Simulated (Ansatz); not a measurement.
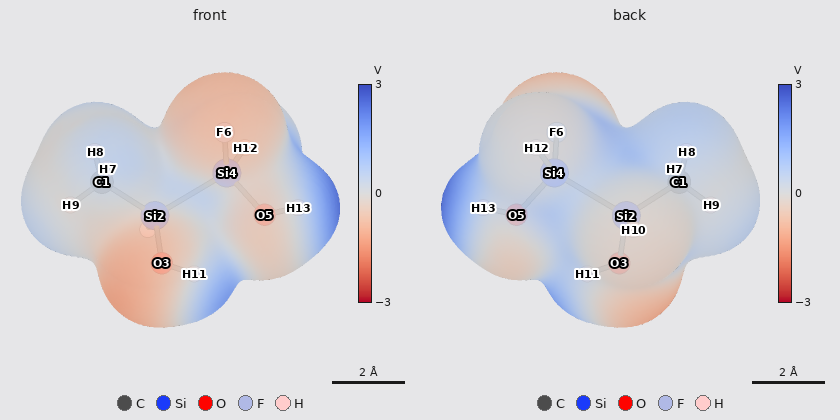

The picture shows: CH7FO2Si2 (SMILES C[SiH](O)[SiH](O)F). The molecular electrostatic potential painted on the density surface at 0.001 e/bohr³, seen from the front and from behind; the colour scale runs from red (negative) to blue (positive).

Geometry: PBE0-D4/def2-TZVP.

These are results of Ansatz, RKS PBE0-D4/def2-TZVPP, not measurements.

```yaml
atoms:
  - { symbol: C, position_ang: [-1.3539, 1.5415, -0.6038] }
  - { symbol: Si, position_ang: [-0.5644, -0.1403, -0.6563] }
  - { symbol: O, position_ang: [-1.5589, -1.2153, 0.1128] }
  - { symbol: Si, position_ang: [1.5022, -0.2628, 0.4619] }
  - { symbol: O, position_ang: [1.4275, -1.7537, 1.1575] }
  - { symbol: F, position_ang: [1.6269, 0.8592, 1.6050] }
  - { symbol: H, position_ang: [-1.4527, 1.8960, 0.4239] }
  - { symbol: H, position_ang: [-0.7551, 2.2652, -1.1629] }
  - { symbol: H, position_ang: [-2.3490, 1.5045, -1.0545] }
  - { symbol: H, position_ang: [-0.3458, -0.5418, -2.0791] }
  - { symbol: H, position_ang: [-1.1188, -1.9473, 0.5511] }
  - { symbol: H, position_ang: [2.7569, -0.1286, -0.3300] }
  - { symbol: H, position_ang: [2.2054, -2.1112, 1.5893] }
```

Which sites attract a positive test charge, and which a negative one?

Answer. A positive charge is drawn to the negative regions and a negative charge to the positive ones. The most negative region (about −1.2 V) lies over O3, the most positive (about +2.3 V) over H13. O3 is the likeliest acceptor of a hydrogen bond.
